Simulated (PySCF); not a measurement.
**Geometry relaxation of CH$_{3}$Cl$_{5}$NW (charge −2) (part 2 of 2)**

The same run, continued: CH$_{3}$Cl$_{5}$NW, charge −2, multiplicity 2; PBE0-D3(BJ)/def2-SVP geometry optimisation, gas phase (PySCF 2.14.0). 

Geometry of the input (Å):
```
W  -0.0002  0.0036  -1.1174
N  -0.0020  0.0086  0.6467
C  -0.0023  -0.0002  2.0379
H  -1.0253  0.1447  2.4085
H  0.3811  -0.9634  2.3996
H  0.6379  0.8087  2.4138
Cl 0.0085  -0.0137  -3.5337
Cl 2.4839  0.0151  -1.3066
Cl -2.4823  -0.0069  -1.3120
Cl -0.0111  2.4842  -1.3345
Cl 0.0117  -2.4807  -1.3022
```

Trajectory as extended XYZ, continued
```
11
Properties=species:S:1:pos:R:3:forces:R:3 step=15 energy=-66978.31090
W     0.1433    0.0902   -1.1126    0.0554   0.0239  -0.3060
N     0.2211    0.1457    0.6224    0.0184   0.0864   0.1979
C    -0.0893   -0.0493    1.9660    0.1505   0.0391   0.1019
H    -1.1823    0.0565    2.1270   -0.0153  -0.0515  -0.0179
H     0.2184   -1.0631    2.2982   -0.1008  -0.0348  -0.0213
H     0.4277    0.6767    2.6296   -0.0431   0.0193  -0.0192
Cl   -0.2636   -0.1870   -3.5745   -0.0237  -0.0429  -0.0003
Cl    2.5470    0.1154   -1.5744   -0.0040  -0.0043   0.0302
Cl   -2.3182    0.0753   -0.8841   -0.0360  -0.0027   0.0045
Cl    0.1001    2.5129   -1.4873   -0.0086  -0.0035   0.0456
Cl    0.1958   -2.3733   -1.0103    0.0071  -0.0291  -0.0153
11
Properties=species:S:1:pos:R:3:forces:R:3 step=16 energy=-66978.31681
W     0.1708    0.1051   -1.1082    0.0395   0.0206  -0.1888
N     0.2597    0.1730    0.6293    0.0255   0.0565   0.0874
C    -0.1069   -0.0554    1.9546    0.1559   0.0289   0.0949
H    -1.2068    0.0441    2.0642   -0.0187  -0.0450  -0.0175
H     0.1858   -1.0792    2.2694   -0.0965  -0.0334  -0.0194
H     0.3796    0.6517    2.6601   -0.0414   0.0230  -0.0180
Cl   -0.3049   -0.2220   -3.5503   -0.0191  -0.0172   0.0099
Cl    2.5615    0.1327   -1.6216   -0.0086  -0.0132   0.0330
Cl   -2.2885    0.0871   -0.8162   -0.0368   0.0005  -0.0107
Cl    0.1220    2.5222   -1.5071   -0.0167  -0.0036   0.0295
Cl    0.2277   -2.3592   -0.9744    0.0169  -0.0170  -0.0004
11
Properties=species:S:1:pos:R:3:forces:R:3 step=17 energy=-66978.32078
W     0.2078    0.1276   -1.1019    0.0193   0.0291   0.0898
N     0.3145    0.2160    0.6407   -0.0407  -0.0228  -0.0920
C    -0.1280   -0.0641    1.9361    0.0785  -0.0160  -0.0015
H    -1.2346    0.0243    1.9647   -0.0107  -0.0008   0.0155
H     0.1338   -1.1067    2.2146   -0.0320  -0.0036   0.0018
H     0.3069    0.6120    2.7022   -0.0177   0.0097  -0.0162
Cl   -0.3534   -0.2639   -3.5129    0.0027   0.0025   0.0157
Cl    2.5842    0.1453   -1.6553   -0.0065   0.0086  -0.0031
Cl   -2.2523    0.1092   -0.7447    0.0014  -0.0092  -0.0111
Cl    0.1352    2.5380   -1.5224   -0.0014  -0.0059  -0.0126
Cl    0.2859   -2.3376   -0.9211    0.0071   0.0084   0.0136
11
Properties=species:S:1:pos:R:3:forces:R:3 step=18 energy=-66978.32165
W     0.2000    0.1253   -1.1041    0.0104   0.0178   0.0383
N     0.3001    0.2087    0.6373   -0.0274  -0.0036  -0.0199
C    -0.1227   -0.0640    1.9405    0.0316  -0.0052  -0.0191
H    -1.2288    0.0257    1.9881   -0.0052  -0.0004   0.0065
H     0.1403   -1.1048    2.2240   -0.0148  -0.0006  -0.0037
H     0.3222    0.6197    2.6935   -0.0071   0.0017  -0.0032
Cl   -0.3374   -0.2586   -3.5212    0.0039  -0.0026   0.0055
Cl    2.5809    0.1492   -1.6403    0.0010   0.0037  -0.0021
Cl   -2.2622    0.1021   -0.7699    0.0047  -0.0059  -0.0008
Cl    0.1296    2.5360   -1.5224   -0.0061  -0.0013  -0.0051
Cl    0.2780   -2.3394   -0.9255    0.0090  -0.0036   0.0036
11
Properties=species:S:1:pos:R:3:forces:R:3 step=19 energy=-66978.32153
W     0.2069    0.1331   -1.1006   -0.0067  -0.0063  -0.1052
N     0.3021    0.2160    0.6383    0.0034   0.0365   0.1080
C    -0.1290   -0.0694    1.9354   -0.0070  -0.0010   0.0127
H    -1.2357    0.0191    1.9766   -0.0009   0.0039  -0.0066
H     0.1290   -1.1136    2.2103    0.0055  -0.0010  -0.0065
H     0.3083    0.6086    2.6973    0.0080  -0.0041   0.0082
Cl   -0.3338   -0.2686   -3.5120   -0.0049  -0.0151  -0.0091
Cl    2.5854    0.1648   -1.6450    0.0052  -0.0001   0.0095
Cl   -2.2546    0.1011   -0.7604   -0.0082  -0.0019  -0.0120
Cl    0.1293    2.5395   -1.5385   -0.0087   0.0037   0.0118
Cl    0.2923   -2.3304   -0.9012    0.0144  -0.0146  -0.0108
11
Properties=species:S:1:pos:R:3:forces:R:3 step=20 energy=-66978.32187
W     0.2050    0.1340   -1.1020   -0.0130  -0.0162  -0.0376
N     0.2948    0.2176    0.6382    0.0040   0.0268   0.0463
C    -0.1287   -0.0689    1.9376   -0.0532  -0.0026  -0.0126
H    -1.2355    0.0186    1.9848    0.0036   0.0068  -0.0046
H     0.1285   -1.1140    2.2095    0.0211   0.0030   0.0002
H     0.3103    0.6101    2.6973    0.0186  -0.0108   0.0130
Cl   -0.3217   -0.2728   -3.5158    0.0039  -0.0060  -0.0061
Cl    2.5872    0.1707   -1.6306    0.0043   0.0091   0.0032
Cl   -2.2589    0.0945   -0.7790    0.0048  -0.0059  -0.0009
Cl    0.1176    2.5406   -1.5365   -0.0038  -0.0014   0.0041
Cl    0.3013   -2.3304   -0.9034    0.0096  -0.0027  -0.0051
11
Properties=species:S:1:pos:R:3:forces:R:3 step=21 energy=-66978.32202
W     0.2064    0.1386   -1.1019   -0.0088  -0.0217   0.0354
N     0.2895    0.2258    0.6401   -0.0037   0.0203  -0.0333
C    -0.1335   -0.0708    1.9372   -0.0712  -0.0044  -0.0169
H    -1.2407    0.0134    1.9844    0.0062   0.0048  -0.0012
H     0.1254   -1.1178    2.2000    0.0233   0.0047   0.0048
H     0.3024    0.6037    2.7028    0.0224  -0.0145   0.0091
Cl   -0.3073   -0.2843   -3.5158    0.0119   0.0025  -0.0016
Cl    2.5916    0.1905   -1.6154    0.0031   0.0117  -0.0025
Cl   -2.2593    0.0833   -0.7944    0.0138  -0.0079   0.0081
Cl    0.1047    2.5431   -1.5420   -0.0056  -0.0032  -0.0015
Cl    0.3206   -2.3256   -0.8951    0.0084   0.0077  -0.0005
11
Properties=species:S:1:pos:R:3:forces:R:3 step=22 energy=-66978.32220
W     0.2082    0.1439   -1.1009    0.0002  -0.0177   0.0733
N     0.2844    0.2355    0.6422   -0.0083   0.0092  -0.0829
C    -0.1401   -0.0735    1.9357   -0.0521  -0.0028  -0.0047
H    -1.2476    0.0056    1.9816    0.0034  -0.0014   0.0010
H     0.1249   -1.1215    2.1888    0.0108   0.0038   0.0051
H     0.2919    0.5953    2.7090    0.0171  -0.0139  -0.0007
Cl   -0.2923   -0.2956   -3.5148    0.0138   0.0098   0.0021
Cl    2.5959    0.2118   -1.6023    0.0010   0.0145  -0.0043
Cl   -2.2577    0.0719   -0.8049    0.0131  -0.0114   0.0103
Cl    0.0909    2.5457   -1.5484   -0.0065  -0.0036  -0.0056
Cl    0.3414   -2.3192   -0.8859    0.0074   0.0135   0.0064
11
Properties=species:S:1:pos:R:3:forces:R:3 step=23 energy=-66978.32238
W     0.2091    0.1460   -1.1000    0.0054  -0.0092   0.0558
N     0.2836    0.2394    0.6428   -0.0052   0.0042  -0.0676
C    -0.1428   -0.0752    1.9345   -0.0288   0.0020   0.0051
H    -1.2502    0.0018    1.9788   -0.0023  -0.0051   0.0014
H     0.1254   -1.1234    2.1838    0.0016   0.0034   0.0026
H     0.2874    0.5909    2.7113    0.0119  -0.0132  -0.0061
Cl   -0.2885   -0.2981   -3.5138    0.0094   0.0086   0.0032
Cl    2.5968    0.2191   -1.6015    0.0008   0.0120  -0.0011
Cl   -2.2561    0.0692   -0.8030    0.0073  -0.0118   0.0044
Cl    0.0888    2.5466   -1.5518   -0.0092  -0.0021  -0.0045
Cl    0.3463   -2.3162   -0.8810    0.0091   0.0111   0.0069
11
Properties=species:S:1:pos:R:3:forces:R:3 step=24 energy=-66978.32252
W     0.2098    0.1484   -1.0991    0.0076  -0.0030   0.0178
N     0.2822    0.2426    0.6431   -0.0013   0.0032  -0.0272
C    -0.1449   -0.0775    1.9332   -0.0170   0.0082   0.0089
H    -1.2524   -0.0024    1.9771   -0.0045  -0.0068  -0.0004
H     0.1256   -1.1260    2.1787   -0.0021   0.0017  -0.0003
H     0.2839    0.5864    2.7128    0.0102  -0.0120  -0.0055
Cl   -0.2838   -0.2993   -3.5130    0.0044   0.0046   0.0027
Cl    2.5976    0.2259   -1.6002    0.0008   0.0105   0.0028
Cl   -2.2549    0.0669   -0.8019    0.0020  -0.0121  -0.0018
Cl    0.0862    2.5478   -1.5556   -0.0107  -0.0007  -0.0011
Cl    0.3507   -2.3128   -0.8750    0.0107   0.0064   0.0040
11
Properties=species:S:1:pos:R:3:forces:R:3 step=25 energy=-66978.32259
W     0.2102    0.1512   -1.0985    0.0091   0.0012   0.0010
N     0.2799    0.2459    0.6434   -0.0027   0.0029  -0.0076
C    -0.1471   -0.0801    1.9323   -0.0112   0.0112   0.0075
H    -1.2547   -0.0078    1.9764   -0.0043  -0.0073  -0.0010
H     0.1263   -1.1288    2.1735   -0.0041  -0.0004  -0.0016
H     0.2805    0.5816    2.7142    0.0088  -0.0103  -0.0030
Cl   -0.2776   -0.3004   -3.5127    0.0030   0.0022   0.0019
Cl    2.5988    0.2349   -1.5955    0.0006   0.0102   0.0038
Cl   -2.2544    0.0630   -0.8047    0.0006  -0.0124  -0.0034
Cl    0.0813    2.5495   -1.5587   -0.0115  -0.0002   0.0011
Cl    0.3568   -2.3090   -0.8698    0.0117   0.0027   0.0013
```

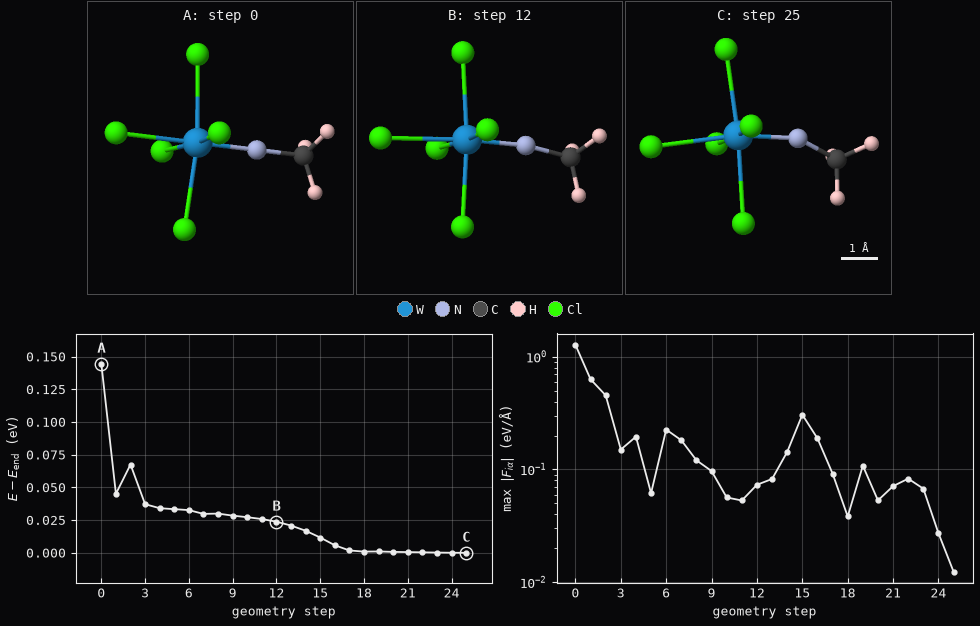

Frames of the relaxation (ball-and-stick view, seen at a tilt) above the curves, on which the letters mark them (steps are counted from 0).

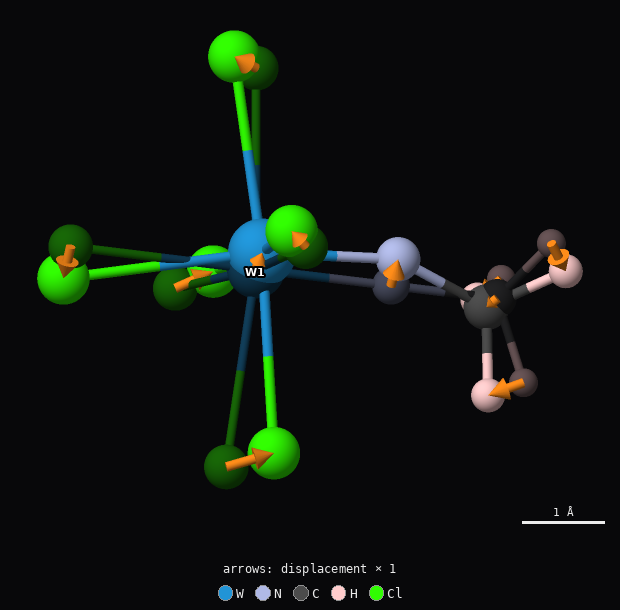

Start (faint) and end (solid) with the displacements as orange arrows, at true length (ball-and-stick view, seen at a tilt). The two geometries are laid on each other by the best rigid fit. The atom that moves furthest after the best rigid fit is Cl9 (0.61 Å). By element the largest moves are Cl 0.61 Å, H 0.48 Å, N 0.38 Å, W 0.24 Å, C 0.17 Å. Distances before and after: W1–Cl7 2.416 → 2.504 Å, W1–Cl8 2.491 → 2.441 Å, W1–Cl10 2.490 → 2.445 Å, W1–N2 1.764 → 1.746 Å. Among the angles that change: W1–N2–C3 179.5° → 153.6°, N2–W1–Cl7 179.7° → 168.4°, N2–W1–Cl9 94.4° → 85.6°. Over 25 geometry steps the energy falls by 0.145 eV. The largest force component goes from 1.3 to 0.012 eV/Å. (Atoms are counted from 1 in the order of the input.)

Key numbers

| quantity | value |
| --- | --- |
| outcome | converged |
| total energy | −2461.407976 hartree |
| ⟨S²⟩ | 0.765 |
| point group | C1 |
| hardware | 1 CPU thread, shared host |
| wall time | 16 min |
| peak memory | 0.91 GiB |

Notes

A multiply charged ion in the gas phase: its levels are not those in solution or in a crystal.
